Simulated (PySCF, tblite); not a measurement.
# C7H9 radical: geometry, infrared bands and EPR parameters

Wanted: the infrared bands and EPR parameters of C7H9 radical (`[H]/[C]=C\CC(=C)C=C`), by calculation.

Programs: tblite 0.8.0 and PySCF 2.14.0, with density-fitted response routines of our own. Each step states its level of theory. These are calculated values for one molecule in the gas phase, unless marked as measured. Atoms count from 0, in the outputs and in this text.

### Step 1. The molecule as given

16 atoms, charge 0, multiplicity 2; geometry from: force field or distance geometry start.

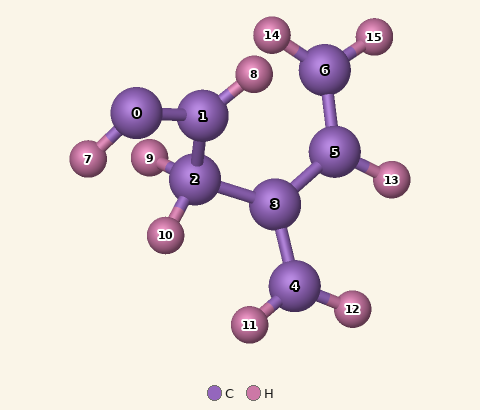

The starting geometry (carbon purple, hydrogen pink), atoms numbered; sticks join atoms by distance.

### Step 2. Relaxing the molecule with GFN2-xTB

The job: settings as JSON, then the geometry in Å.

```
{"job": {"kind": "relax", "xc": "GFN2-xTB", "basis": "xTB"}, "charge": 0, "multiplicity": 2}
C      2.710500     1.193600    -0.162100
C      1.363300     1.002500    -0.143500
C      0.917100    -0.192700     0.634000
C     -0.407600    -0.688600     0.251500
C     -0.477400    -1.963500    -0.179500
C     -1.662200     0.025800     0.320500
C     -1.774200     1.283600     0.734500
H      3.244500     0.420200     0.413000
H      0.710500     1.679900    -0.647900
H      0.989200     0.008000     1.740400
H      1.665400    -0.997100     0.429500
H      0.465300    -2.486300    -0.224300
H     -1.426500    -2.398800    -0.468800
H     -2.575400    -0.482000     0.008000
H     -0.963300     1.891300     1.069300
H     -2.786800     1.713100     0.749100
```

Run with:

```console
$ OMP_NUM_THREADS=1 python probes_run.py task.json out
```

This one command runs all jobs of the session in turn.

**Question.** This job is followed by: GFN2-xTB harmonic vibrations, gas phase; PBE0-D3(BJ)/def2-SVP geometry optimisation, gas phase; UKS B3LYP, IGLO-III on C, pcH-1 on H, non-relativistic, mean-field spin-orbit, GIAO. Predict these results of the whole session: strongest single infrared mode (GFN2-xTB); zero-point energy (GFN2-xTB); point group; rotational constants (main isotopes); g(iso) (B3LYP); ⟨S²⟩; largest a(iso) (averaged by class); surface potential, least and greatest.

As calculated:

| quantity | value |
| --- | --- |
| strongest single infrared mode (GFN2-xTB) | 723 cm⁻¹, 93 km/mol |
| zero-point energy (GFN2-xTB) | 81.3 kcal/mol |
| point group | C1 |
| rotational constants (main isotopes) | 3.87, 1.96, 1.42 GHz |
| g(iso) (B3LYP) | 2.00221 |
| ⟨S²⟩ | 0.760 (exact 0.75) |
| largest a(iso) (averaged by class) | 13C on C0, 329.2 MHz |
| surface potential, least and greatest | -0.75 V and 0.99 V |

What this shows: Relaxing lowered the energy by 0.770 eV in 100 steps; the close pair that moved most is C0–C1, from 1.361 to 1.286 Å (GFN2-xTB). All 42 modes are real, so the xTB geometry is a minimum. The strongest single mode, at 723 cm⁻¹, moves mainly H7. Unscaled tight-binding wavenumbers are off by several per cent, some by more. Its intensities can rank the bands wrongly. The optimisation took 5 steps and gained 0.098 eV; among the close pairs (by a distance rule), C0–C1 changed most, from 1.286 to 1.314 Å (PBE0/def2-SVP). No frequency check was run at this level, so the end point may be a saddle. C0 carries the largest spin population, 1.02 e. The isotropic g lies 0.1 ppt below the free-electron value.
